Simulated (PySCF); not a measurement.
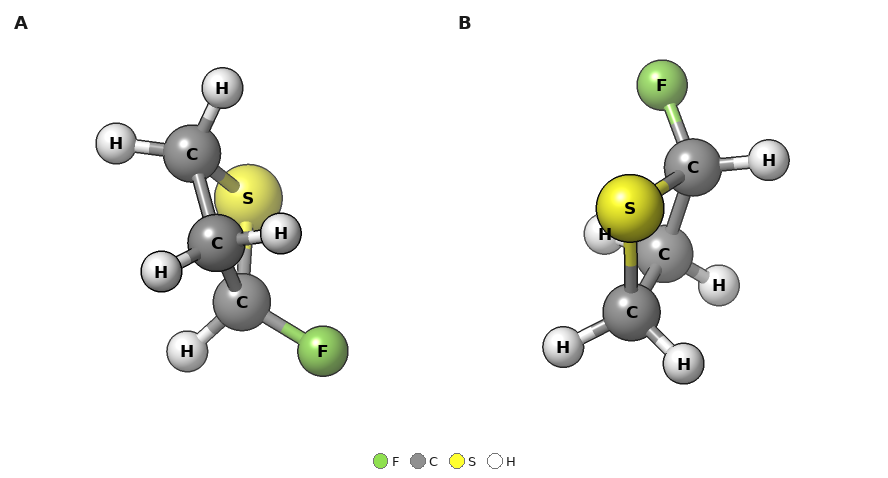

Depth is shown by fading: the farther an atom, the more it takes the colour of the background. The computed structure is the end point of a PBE0-D3(BJ)/def2-SVP optimisation. No frequency run is at hand to confirm it as a minimum.

> Can A be turned into B by a rotation alone?

No. They are enantiomers, mirror images that no rotation superimposes: A is F[C@H]1CCS1 (R), B is F[C@@H]1CCS1 (S). Their energies are equal.
